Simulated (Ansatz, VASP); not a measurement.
# Cross-check of SiGe2 between VASP and Ansatz

Aim: how closely do two programs agree when they are given the same cell, functional and k mesh? The cell is generated by rule, not measured, and may not be a known phase. The cell is taken from a series of VASP runs on this material, whose earlier steps may have relaxed, scaled or displaced it; both programs get it as it stands. Valence electrons are named where the data sets of a main pair hold unlike numbers.

Program: Ansatz 0.2.0. Level of theory: plane waves, with VASP 6.6.1 beside it; band structure at PBEsol, spin-orbit coupling. Results are calculated unless marked as measured.

The structure was built from a prototype and need not be the compound's stable phase.

## Step 1: Starting point

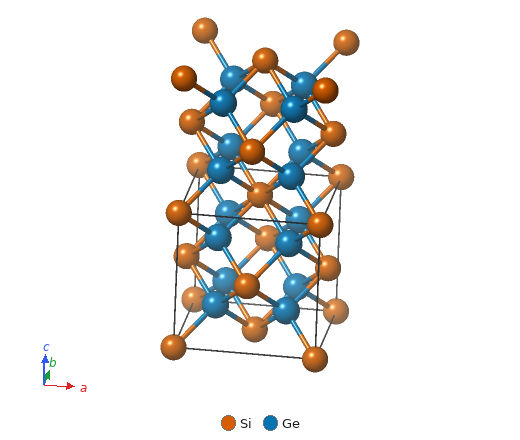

Start, viewed slightly off an axis; silicon orange, germanium blue. 1×1×2 cells are drawn. This picture shows the conventional cell, with its axes. Some periodic images of atoms are drawn too.

Coordinates:

```
Si Ge
1.0
     0.00000    2.78306    2.78306
     2.78306    0.00000    2.78306
     2.78306    2.78306    0.00000
Si Ge
1 2
Cartesian
  0.0000 0.0000 0.0000
  1.3915 1.3915 1.3915
  4.1746 4.1746 4.1746
```

## Step 2: VASP: band structure, PBEsol, spin-orbit coupling

A single point gives forces, pressure and levels at one fixed geometry, so differences don't come from the geometry; what else differs is listed under the comparison.

Lines of VASP's logs that name or quote its potential files are left out, and so is its time.

Input file INCAR:

```
SYSTEM = SiGe2
PREC = Accurate
ENCUT = 410
EDIFF = 1E-06
NELM = 100
ISMEAR = 0
SIGMA = 0.02
LREAL = .FALSE.
ALGO = Normal
GGA = PS
LNONCOLLINEAR = .TRUE.
MAGMOM = 0 0 0 0 0 0 0 0 0
NBANDS = 44
GGA_COMPAT = .FALSE.
LASPH = .TRUE.
LSORBIT = .TRUE.
LORBIT = 11
LWAVE = .FALSE.
LCHARG = .FALSE.
KPAR = 4
ISIF = 2
```

Input file POSCAR:

```
SiGe2
1.0
    0.0000000000      2.7830600000      2.7830600000
    2.7830600000      0.0000000000      2.7830600000
    2.7830600000      2.7830600000      0.0000000000
Si Ge
1 2
Direct
    0.0000000000      0.0000000000      0.0000000000
    0.2500000000      0.2500000000      0.2500000000
    0.7500000000      0.7500000000      0.7500000000
```

Input file KPOINTS:

```
Automatic mesh
0
Gamma
8 8 8
0 0 0
```

Input file KPOINTS_OPT:

```
Line mode
16
Line-mode
Reciprocal
  0.00000000   0.00000000   0.00000000 GAMMA
  0.50000000   0.00000000   0.50000000 X

  0.50000000   0.00000000   0.50000000 X
  0.50000000   0.25000000   0.75000000 W

  0.50000000   0.25000000   0.75000000 W
  0.37500000   0.37500000   0.75000000 K

  0.37500000   0.37500000   0.75000000 K
  0.00000000   0.00000000   0.00000000 GAMMA

  0.00000000   0.00000000   0.00000000 GAMMA
  0.50000000   0.50000000   0.50000000 L

  0.50000000   0.50000000   0.50000000 L
  0.62500000   0.25000000   0.62500000 U

  0.62500000   0.25000000   0.62500000 U
  0.50000000   0.25000000   0.75000000 W

  0.50000000   0.25000000   0.75000000 W
  0.50000000   0.50000000   0.50000000 L

  0.50000000   0.50000000   0.50000000 L
  0.37500000   0.37500000   0.75000000 K

  0.62500000   0.25000000   0.62500000 U
  0.50000000   0.00000000   0.50000000 X
```

PAW data sets: Si and Ge_d (PBE family, release 64).

On the command line:

```
$ mpirun -np 4 vasp_ncl
```

Numbers of over 12 decimals in the logs are rounded to 6 here.

Log:

```text
[banner, memory and clock lines left out]
running    4 mpi-ranks, on    1 nodes
 distrk:  each k-point on    1 cores,    4 groups
 distr:  one band on    1 cores,    1 groups

 POSCAR found type information on POSCAR SiGe
 POSCAR found :  2 types and       3 ions
|                                                                             |
|               ----> ADVICE to this user running VASP <----                  |
|                                                                             |
|     You enforced a specific xc type in the INCAR file but a different       |
|     [... a line on the potential file left out ...]
|     I HOPE YOU KNOW WHAT YOU ARE DOING!                                     |
|                                                                             |

 LDA part: xc-table for (Slater+PW92), standard interpolation
 POSCAR, INCAR and KPOINTS ok, starting setup
 FFT: planning ... GRIDC
 FFT: planning ... GRID_SOFT
 FFT: planning ... GRID
 WAVECAR not read
 entering main loop
       N       E                     dE             d eps       ncg     rms          rms(c)
DAV:   1     0.268947586949E+03    0.26895E+03   -0.12339E+04  3196   0.353E+03
DAV:   2     0.353036719528E+02   -0.23364E+03   -0.22089E+03  2552   0.723E+02
DAV:   3    -0.111364152591E+02   -0.46440E+02   -0.44722E+02  2816   0.186E+02
DAV:   4    -0.136612309168E+02   -0.25248E+01   -0.24907E+01  3032   0.513E+01
DAV:   5    -0.137170769246E+02   -0.55846E-01   -0.55717E-01  3024   0.787E+00    0.566E+00
DAV:   6    -0.135126436478E+02    0.20443E+00   -0.14493E-01  3464   0.501E+00    0.316E+00
DAV:   7    -0.134392303222E+02    0.73413E-01   -0.92191E-02  3720   0.258E+00    0.533E-01
DAV:   8    -0.134359785448E+02    0.32518E-02   -0.11786E-02  3172   0.157E+00    0.323E-01
DAV:   9    -0.134359619615E+02    0.16583E-04   -0.68435E-04  3072   0.199E-01    0.901E-02
DAV:  10    -0.134359476599E+02    0.14302E-04   -0.17412E-04  3328   0.287E-01    0.320E-02
DAV:  11    -0.134359472887E+02    0.37121E-06   -0.12918E-05  3404   0.541E-02    0.567E-03
DAV:  12    -0.134359472070E+02    0.81746E-07   -0.46205E-06  3108   0.417E-02
   1 F= -.13435947E+02 E0= -.13435820E+02  d E =-.254798E-03  mag=     0.0000    -0.0000    -0.0000
 Start KPOINTS_OPT (optional k-point list driver)
k-point batch [1-29\160]
       N       E                     dE             ncg
DAV:   1     0.916487403336E+03   -0.19355E+05     3268
DAV:   2    -0.600552220043E+04   -0.69220E+04     2552
DAV:   3    -0.734450705478E+04   -0.13390E+04     2756
DAV:   4    -0.741572167464E+04   -0.71215E+02     3156
DAV:   5    -0.741736155512E+04   -0.16399E+01     3112
DAV:   6    -0.741741266771E+04   -0.51113E-01     3168
DAV:   7    -0.741741481937E+04   -0.21517E-02     3188
DAV:   8    -0.741741491967E+04   -0.10030E-03     3216
DAV:   9    -0.741741492526E+04   -0.55859E-05     2868
DAV:  10    -0.741741492554E+04   -0.28194E-06     2064
[...]
k-point batch [146-160\160]
       N       E                     dE             ncg
DAV:   1     0.138152319908E+05   -0.14971E+05     1656
DAV:   2     0.102669683003E+05   -0.35483E+04     1320
DAV:   3     0.959816143221E+04   -0.66881E+03     1492
DAV:   4     0.956639077107E+04   -0.31771E+02     1624
DAV:   5     0.956571706544E+04   -0.67371E+00     1576
DAV:   6     0.956569606837E+04   -0.20997E-01     1576
DAV:   7     0.956569506689E+04   -0.10015E-02     1648
DAV:   8     0.956569501510E+04   -0.51787E-04     1584
DAV:   9     0.956569501208E+04   -0.30200E-05     1568
DAV:  10     0.956569501193E+04   -0.15511E-06     1024
```

Parts of OUTCAR (step 2):

```text
ion  position               nearest neighbor table
   1  0.000  0.000  0.000-   2 2.41   3 2.41   3 2.41   3 2.41   3 2.41   2 2.41   2 2.41   2 2.41

  LATTYP: Found a face centered cubic cell.
 ALAT       =     5.5661200000

 Subroutine GETGRP returns: Found 48 space group operations
 (whereof 48 operations were pure point group operations)

The static configuration has the point symmetry O_h .

 Found     29 irreducible k-points:

   k-points           NKPTS =     29   k-points in BZ     NKDIM =     29   number of bands    NBANDS=     44

   dimension x,y,z NGX =    28 NGY =   28 NGZ =   28
   dimension x,y,z NGXF=    56 NGYF=   56 NGZF=   56

   ENCUT  =  410.0 eV  30.13 Ry    5.49 a.u.   6.50  6.50  6.50*2*pi/ulx,y,z

   NELECT =      32.0000    total number of electrons

 k-points in reciprocal lattice and weights: Automatic mesh
   0.00000000  0.00000000  0.00000000       0.002
   0.12500000  0.00000000  0.00000000       0.016
   0.25000000  0.00000000  0.00000000       0.016
   0.37500000  0.00000000  0.00000000       0.016
   0.50000000  0.00000000  0.00000000       0.008
   0.12500000  0.12500000  0.00000000       0.012
   0.25000000  0.12500000  0.00000000       0.047
   0.37500000  0.12500000  0.00000000       0.047
   0.50000000  0.12500000  0.00000000       0.047
[...]
-0.37500000  0.50000000  0.12500000       0.023
  -0.25000000  0.50000000  0.25000000       0.012

 average (electrostatic) potential at core
       1 -79.6937       2 -69.2342       3 -69.2342

 E-fermi :   9.9947

 k-point     1 :       0.0000    0.0000    0.0000
  band No.  band energies     occupation
    ...
     32       8.4924      1.00000
     33       8.5684      1.00000
     34       8.5684      1.00000
     35       8.5684      1.00000
     36       8.5684      1.00000
     37      11.1680      0.00000
     38      11.1680      0.00000
     39      14.4372      0.00000
     40      14.4372      0.00000
     41      14.6582      0.00000
    ...

 k-point     2 :       0.1250    0.0000    0.0000
  band No.  band energies     occupation
    ...
     32       8.9563      1.00000
     33       9.0542      1.00000
     34       9.0542      1.00000
     35       9.8860      1.00000
     36       9.8860      1.00000
     37      12.5569      0.00000
     38      12.5569      0.00000
     39      13.4075      0.00000
     40      13.4075      0.00000
     41      13.4804      0.00000
    ...

 k-point     3 :       0.2500    0.0000    0.0000
  band No.  band energies     occupation
    ...
     30       6.9872      1.00000
     31       9.0928      1.00000
     32       9.0928      1.00000
     33       9.2238      1.00000
     34       9.2238      1.00000
     35      10.9130      0.00000
     36      10.9130      0.00000
     37      13.4490      0.00000
     38      13.4490      0.00000
     39      13.5008      0.00000
    ...

  Total        9.6653756      9.6653756      9.6653756     -0.0000000      0.0000000     -0.0000000
  in kB      359.1961025    359.1961025    359.1961025     -0.0000000      0.0000000     -0.0000000
  external PRESSURE =     359.1961025 kB  Pullay stress =       0.0000000 kB

  energy-cutoff  :      410.00
  volume of cell :       43.11
      direct lattice vectors                 reciprocal lattice vectors
     0.000000000  2.783060000  2.783060000    -0.179658362  0.179658362  0.179658362
     2.783060000  0.000000000  2.783060000     0.179658362 -0.179658362  0.179658362
     2.783060000  2.783060000  0.000000000     0.179658362  0.179658362 -0.179658362

 POSITION                                       TOTAL-FORCE (eV/Angst)
 -----------------------------------------------------------------------------------
      0.00000      0.00000      0.00000        -0.000000     -0.000000     -0.000000
      1.39153      1.39153      1.39153         0.000000      0.000000     -0.000000
      4.17459      4.17459      4.17459        -0.000000      0.000000      0.000000
 -----------------------------------------------------------------------------------
    total drift:                                0.000000      0.000000      0.000000

  FREE ENERGIE OF THE ION-ELECTRON SYSTEM (eV)
  ---------------------------------------------------
  free  energy   TOTEN  =       -13.4359472070 eV

  energy  without entropy=      -13.4356924090  energy(sigma->0) =      -13.43581981

 Spin-Orbit-Coupling matrix elements
 Ion:    1  E_soc:     -0.0003572
 Ion:    2  E_soc:     -0.0174013
 Ion:    3  E_soc:     -0.0174013

 total charge
# of ion       s       p       d       tot
------------------------------------------
    1        0.801   0.909   0.000   1.710
    2        1.216   1.244  10.127  12.586
    3        1.216   1.244  10.127  12.586
--------------------------------------------------
tot          3.233   3.396  20.253  26.882

 magnetization (x)
# of ion       s       p       d       tot
------------------------------------------
    1        0.000   0.000   0.000   0.000
    2       -0.000   0.000   0.000  -0.000
    3        0.000   0.000   0.000   0.000
--------------------------------------------------
tot         -0.000   0.000   0.000   0.000

 magnetization (y)
# of ion       s       p       d       tot
------------------------------------------
    1       -0.000   0.000   0.000   0.000
    2        0.000   0.000   0.000   0.000
    3       -0.000   0.000   0.000  -0.000
--------------------------------------------------
tot         -0.000   0.000   0.000   0.000

 magnetization (z)
# of ion       s       p       d       tot
------------------------------------------
    1       -0.000   0.000   0.000  -0.000
    2        0.000   0.000   0.000   0.000
    3        0.000   0.000   0.000   0.000
--------------------------------------------------
tot          0.000   0.000   0.000   0.000

[... 3 further parts left out ...]
```

The run ends at a pressure of 35.92 GPa.

(Part 1 of 2 ends here.)

[Lines on the potential files, build, host, timing and source positions are cut from VASP's logs without a mark.]

[Logs are printed without paths, hosts, clocks, repeated set-up lines and the standing remarks that a program may print on its own settings, such as how far it seeks lower states.]

[Hosts, paths, dates, database ids (printed as entryN), source tags and the programs' standing remarks are cut or masked in the printed files.]
